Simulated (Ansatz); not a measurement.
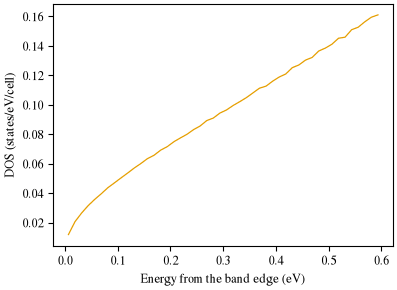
Fig. 1. Density of states of MgS (Fm-3m) above the conduction band minimum, HSE06 with spin-orbit coupling, rigid bands (Ansatz, a program for electronic structure); cell volume 34.8 Å³.

Problem. What effective density of states at 300 K does this give (∫ g(E) exp(−E/k_BT) dE, both spins, divided by the cell's size)?

Solution. 1.6e19 cm⁻³, a density-of-states mass of 0.75 mₑ, valleys and band degeneracy included.

Geometry: cell and atoms relaxed with PBEsol.
